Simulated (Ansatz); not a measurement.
## Geometry relaxation, with input and output: Si₂H₇F (part 1 of 2)

The run: geometry relaxation of Si₂H₇F. Method and program: RHF/cc-pVDZ (Ansatz 0.2.0).

The input holds or restrains some coordinates. Forces given for the steps count only the free coordinates. It belongs to a series of runs on one base structure; here: pulled along the bonds that form and break, towards end B. Figures and captions count atoms from 1; the log counts them from 0 in places.

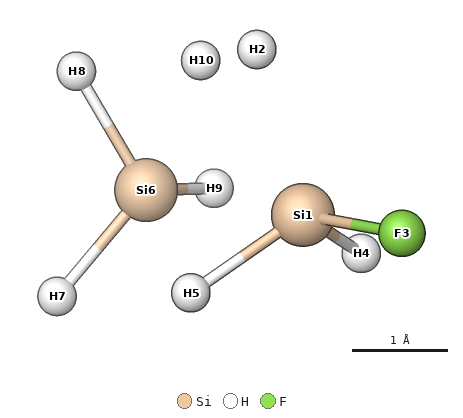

**Figure 1.** The starting structure (ball-and-stick view, seen at a tilt; atoms are numbered from 1 in the order of the input).

**Input**
```yaml
crystal:
  periodic: [false, false, false]
  atoms:
    - { symbol: Si, position_ang: [0.0, 0.0, 0.0] }
    - { symbol: H, position_ang: [0.0, 0.0, 1.81] }
    - { symbol: F, position_ang: [1.4994, 0.0, -0.5295] }
    - { symbol: H, position_ang: [-0.6877, 1.1914, -0.4862] }
    - { symbol: H, position_ang: [-0.6877, -1.1914, -0.4862] }
    - { symbol: Si, position_ang: [-2.3914, 0.0, 0.7946] }
    - { symbol: H, position_ang: [-3.1794, -0.9102, -0.0313] }
    - { symbol: H, position_ang: [-2.4426, -0.4389, 2.1861] }
    - { symbol: H, position_ang: [-2.9397, 1.3491, 0.69] }
    - { symbol: H, position_ang: [-0.9452, 0.0, 1.8966] }
basis:
  gaussian: { orbitals: cc-pVDZ }
hamiltonian:
  xc: hf
relax:
  f_tol: 0.15
  max_steps: 25
  restrain:
    - { distance: [0, 5], at: 2.22, k: 30.0 }
    - { distance: [9, 1], at: 0.66, k: 30.0 }
    - { distance: [0, 1], at: 2.66, k: 30.0 }
    - { distance: [9, 5], at: 2.66, k: 30.0 }
output:
  orbitals: {}
```

Run on 1 thread of Intel Xeon (Granite Rapids), 32 GiB of memory available, shared host.

Run as:
```bash
ansatz run input.yaml --threads 1 --pin off --max-ram 2048MiB --backend cpu --events-out ev --progress --plain --runs-dir out
```

**Log**
```
The last accepted step is kept in [file] (removed where the run ends without a failure and the disk answers)
Engine: ansatz 0.2.0, x86_64-unknown-linux-gnu
Functional definition: HF
  exchange = exact_x
  correlation = 0
924 factors; integrals over basis functions are off by at most 5.7e-4 eV
mean field evaluation 1: about -18533.4962 eV, gradient 2.8e1 eV
mean field evaluation 2: about -18533.5560 eV, gradient 2.8e1 eV
mean field evaluation 4: about -18535.7418 eV, gradient 2.7e0 eV
mean field evaluation 8: about -18535.7908 eV, gradient 3.9e-3 eV
mean field -18535.79083721 eV, -681.1777492571 hartree, gradient 2.1e-5 eV, S^2 0.000000; 0 other end points of the search recorded, 0 dependent functions left out
the calculation of the forces begins
reference -18535.79083721 eV, -681.1777492571 hartree; 22, 22 occupied and 63, 63 virtual orbitals, 924 factors
relax step   1: F+E_penalty+E_count = -18535.79083721 eV  Δ(F+E_penalty+E_count) = +0.000e0 eV  max|allowed force component| = 2.731e0 eV/Å  E_restraint = 24.07038651 eV  max|allowed force component, restraints' pulls added| = 2.886e1 eV/Å  Δτ_max = 0.0000 Å  (35 SCF iters, accepted)
  distance Si 0 - Si 5 = 2.5200 Å
  distance H 9 - H 1 = 0.9492 Å
  distance Si 0 - H 1 = 1.8100 Å
  distance H 9 - Si 5 = 1.8182 Å
these checks for a lower state are left out or cut short: starts, cluster_reference, orbital_swaps, neighbouring_geometries, increment
924 factors; integrals over basis functions are off by at most 5.9e-4 eV
mean field evaluation 16: about -18536.2057 eV, gradient 8.6e-3 eV
mean field -18536.20575345 eV, -681.1929971479 hartree, gradient 4.8e-5 eV, S^2 0.000000; 0 other end points of the search recorded, 0 dependent functions left out
[... from here on the field's lines of each further geometry are left out, up to the last ...]
relax step   2: F+E_penalty+E_count = -18536.20575345 eV  Δ(F+E_penalty+E_count) = -4.149e-1 eV  max|allowed force component| = 3.641e0 eV/Å  E_restraint = 10.29213506 eV  max|allowed force component, restraints' pulls added| = 1.770e1 eV/Å  Δτ_max = 0.1948 Å  (41 SCF iters, accepted)
relax step   3: F+E_penalty+E_count = -18536.89062108 eV  Δ(F+E_penalty+E_count) = -6.849e-1 eV  max|allowed force component| = 5.329e0 eV/Å  E_restraint = 2.79387068 eV  max|allowed force component, restraints' pulls added| = 8.142e0 eV/Å  Δτ_max = 0.1947 Å  (33 SCF iters, accepted)
relax step   4: F+E_penalty+E_count = -18538.34418218 eV  Δ(F+E_penalty+E_count) = -1.454e0 eV  max|allowed force component| = 5.184e0 eV/Å  E_restraint = 0.43920667 eV  max|allowed force component, restraints' pulls added| = 5.659e0 eV/Å  Δτ_max = 0.1947 Å  (32 SCF iters, accepted)
relax step   5: F+E_penalty+E_count = -18539.56856393 eV  Δ(F+E_penalty+E_count) = -1.224e0 eV  max|allowed force component| = 2.814e0 eV/Å  E_restraint = 0.08130697 eV  max|allowed force component, restraints' pulls added| = 1.672e0 eV/Å  Δτ_max = 0.1945 Å  (31 SCF iters, accepted)
relax step   6: F+E_penalty+E_count = -18540.21035569 eV  Δ(F+E_penalty+E_count) = -6.418e-1 eV  max|allowed force component| = 2.008e0 eV/Å  E_restraint = 0.11133590 eV  max|allowed force component, restraints' pulls added| = 1.537e0 eV/Å  Δτ_max = 0.1957 Å  (30 SCF iters, accepted)
relax step   7: F+E_penalty+E_count = -18540.59165969 eV  Δ(F+E_penalty+E_count) = -3.813e-1 eV  max|allowed force component| = 2.156e0 eV/Å  E_restraint = 0.11503488 eV  max|allowed force component, restraints' pulls added| = 1.547e0 eV/Å  Δτ_max = 0.1950 Å  (30 SCF iters, accepted)
relax step   8: F+E_penalty+E_count = -18540.85352604 eV  Δ(F+E_penalty+E_count) = -2.619e-1 eV  max|allowed force component| = 1.496e0 eV/Å  E_restraint = 0.08826304 eV  max|allowed force component, restraints' pulls added| = 6.280e-1 eV/Å  Δτ_max = 0.2000 Å  (29 SCF iters, accepted)
relax step   9: F+E_penalty+E_count = -18540.96064467 eV  Δ(F+E_penalty+E_count) = -1.071e-1 eV  max|allowed force component| = 1.319e0 eV/Å  E_restraint = 0.08308942 eV  max|allowed force component, restraints' pulls added| = 3.659e-1 eV/Å  Δτ_max = 0.1994 Å  (30 SCF iters, accepted)
relax step  10: F+E_penalty+E_count = -18541.04518644 eV  Δ(F+E_penalty+E_count) = -8.454e-2 eV  max|allowed force component| = 1.545e0 eV/Å  E_restraint = 0.09272368 eV  max|allowed force component, restraints' pulls added| = 5.248e-1 eV/Å  Δτ_max = 0.1948 Å  (30 SCF iters, accepted)
relax step  11: F+E_penalty+E_count = -18541.09026183 eV  Δ(F+E_penalty+E_count) = -4.508e-2 eV  max|allowed force component| = 1.349e0 eV/Å  E_restraint = 0.08192213 eV  max|allowed force component, restraints' pulls added| = 2.091e-1 eV/Å  Δτ_max = 0.1993 Å  (30 SCF iters, accepted)
the calculation of the forces begins
reference -18541.09721118 eV, -681.3727549039 hartree; 22, 22 occupied and 63, 63 virtual orbitals, 924 factors
relax step  12: F+E_penalty+E_count = -18541.09721118 eV  Δ(F+E_penalty+E_count) = -6.949e-3 eV  max|allowed force component| = 1.340e0 eV/Å  E_restraint = 0.07485736 eV  max|allowed force component, restraints' pulls added| = 6.188e-2 eV/Å  Δτ_max = 0.1264 Å  (29 SCF iters, accepted)
  distance Si 0 - Si 5 = 2.2651 Å
  distance H 9 - H 1 = 0.7108 Å
  distance Si 0 - H 1 = 2.6774 Å
  distance H 9 - Si 5 = 2.6685 Å
924 factors; integrals over basis functions are off by at most 4.5e-4 eV
mean field evaluation 96: about -18541.0932 eV, gradient 3.7e-1 eV
```

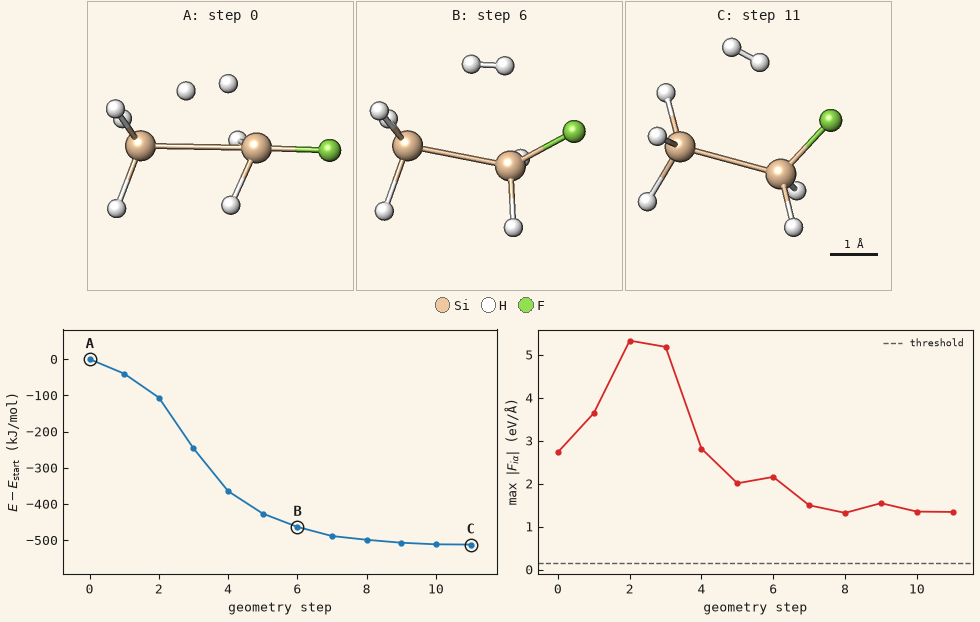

**Figure 2.** Frames of the restrained relaxation (ball-and-stick view, seen at a tilt) above the curves, on which the letters mark them (the first geometry is step 0 here and step 1 in the log).

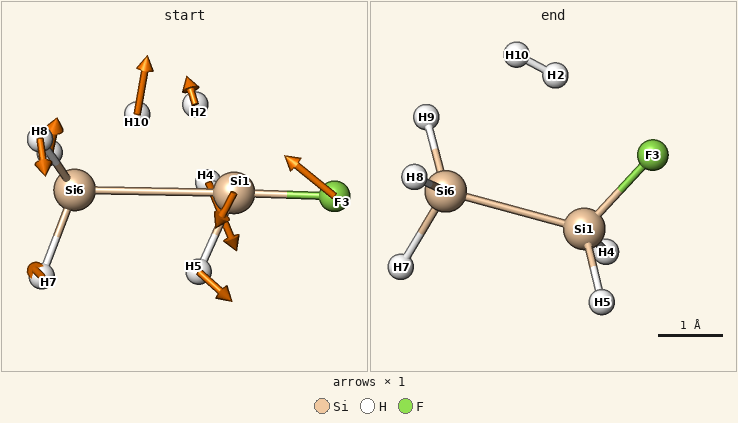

**Figure 3.** Before (left) and after (right) the restrained relaxation, at one scale (ball-and-stick view, seen at a tilt). The orange arrows give the displacements, at true length. The largest move after the best rigid fit is that of H4, 1.21 Å. By element the largest moves are H 1.21 Å, F 1.04 Å, Si 0.68 Å. Among the contacts that change: Si1–Si6 2.520 → 2.265 Å, H2–H10 0.949 → 0.711 Å, Si1–F3 1.590 → 1.645 Å, Si6–H7 1.460 → 1.495 Å. New bonds form: H2–H10 (0.95 → 0.71 Å). Among the angles that change: F3–Si1–Si6 178.9° → 116.0°, H5–Si1–Si6 70.0° → 110.9°, H4–Si1–Si6 70.0° → 109.1°. After 11 geometry steps the energy has fallen by 512.0 kJ/mol. The largest force component goes from 2.7 to 1.3 eV/Å. (Atoms are counted from 1 in the order of the input.)

```
mean field -18541.09721118 eV, -681.3727549039 hartree, gradient 4.0e-5 eV, S^2 0.000000; 1 other end points of the search recorded, 0 dependent functions left out
the calculation of the forces begins
reference -18541.09721118 eV, -681.3727549039 hartree; 22, 22 occupied and 63, 63 virtual orbitals, 924 factors
Total energy: -18541.09721118 eV, -681.3727549039 hartree
Atom 0 at    -0.481937    -0.131239    -0.475323 Å, force     1.045816    -0.081565    -1.301711 eV/Å
Atom 1 at    -0.042484     0.304770     2.129548 Å, force     1.067205     0.066374    -0.656930 eV/Å
Atom 2 at     0.927880     0.235726     0.288695 Å, force     0.029140    -0.005845     0.045851 eV/Å
Atom 3 at    -0.593728     0.853518    -1.581083 Å, force    -0.016439    -0.020181    -0.015027 eV/Å
Atom 4 at    -0.296584    -1.488812    -1.042882 Å, force    -0.012389    -0.021954     0.003323 eV/Å
Atom 5 at    -2.354600    -0.033616     0.795259 Å, force    -1.318586     0.029257     0.576126 eV/Å
Atom 6 at    -3.456422    -0.276242    -0.185861 Å, force    -0.008413     0.003682     0.009120 eV/Å
Atom 7 at    -2.422730    -1.087956     1.836653 Å, force     0.002827    -0.008178     0.000436 eV/Å
Atom 8 at    -2.558274     1.306894     1.401913 Å, force     0.009161    -0.016030    -0.001590 eV/Å
Atom 9 at    -0.495421     0.316956     2.677182 Å, force    -0.798321     0.054441     1.340401 eV/Å
Dipole moment:    -0.291599    -0.067959    -0.058612 e Å
```

**Trajectory as extended XYZ (Å, eV, eV/Å), 12 frames, from step=1 to step=12**
```
10
Properties=species:S:1:pos:R:3:forces:R:3 step=1 energy=-18535.79084
Si    0.0000    0.0000    0.0000   -1.8591   0.1256   1.8176
H     0.0000    0.0000    1.8100    2.1012   0.0561  -1.0084
F     1.4994    0.0000   -0.5295    1.8017  -0.0086  -0.3850
H    -0.6877    1.1914   -0.4862    0.9610   0.7236   0.1811
H    -0.6877   -1.1914   -0.4862    0.9139  -0.8001   0.3602
Si   -2.3914    0.0000    0.7946   -1.8828   0.3332   0.4822
H    -3.1794   -0.9102   -0.0313   -0.2829  -0.4488  -0.1976
H    -2.4426   -0.4389    2.1861   -1.3487  -0.4021   1.2715
H    -2.9397    1.3491    0.6900   -0.5386   0.5389   0.2098
H    -0.9452    0.0000    1.8966    0.1342  -0.1179  -2.7314
10
Properties=species:S:1:pos:R:3:forces:R:3 step=2 energy=-18536.20575
Si   -0.0787    0.0011   -0.1221   -3.6415  -0.0665  -0.6166
H     0.0076    0.0007    1.9929    1.0798   0.0954   0.8870
F     1.4927   -0.0001   -0.5273    0.4650   0.0144   1.4818
H    -0.6858    1.2159   -0.4940    1.1843   1.8763  -1.3598
H    -0.6862   -1.2164   -0.4914    1.2151  -1.8819  -1.2588
Si   -2.4495    0.0028    0.6923    1.1184   0.2754   2.5299
H    -3.1958   -0.9273   -0.0472   -1.3636  -1.0933  -1.1373
H    -2.4596   -0.4361    2.1738   -0.5167   0.0701  -0.3854
H    -2.9508    1.3609    0.6891   -0.8105   0.8188  -0.1286
H    -0.7682   -0.0015    1.9780    1.2698  -0.1087  -0.0123
10
Properties=species:S:1:pos:R:3:forces:R:3 step=3 energy=-18536.89062
Si   -0.2058   -0.0004   -0.2604    0.0083  -0.0242   0.3915
H     0.0327    0.0022    2.1455    5.3293   0.1213   0.9024
F     1.4596    0.0003   -0.4784   -1.3750   0.0055   1.4650
H    -0.6719    1.2577   -0.5316    0.5692   2.7142  -2.2638
H    -0.6713   -1.2587   -0.5287    0.5746  -2.7660  -2.1815
Si   -2.4544    0.0057    0.6188    1.2454   0.3482   4.5167
H    -3.2198   -0.9433   -0.0677   -1.2764  -1.0960  -1.3395
H    -2.4582   -0.4314    2.1553   -0.4839   0.1914  -1.3002
H    -2.9626    1.3715    0.6841   -0.6071   0.5701  -0.3723
H    -0.6225   -0.0036    2.1073   -3.9844  -0.0645   0.1818
```
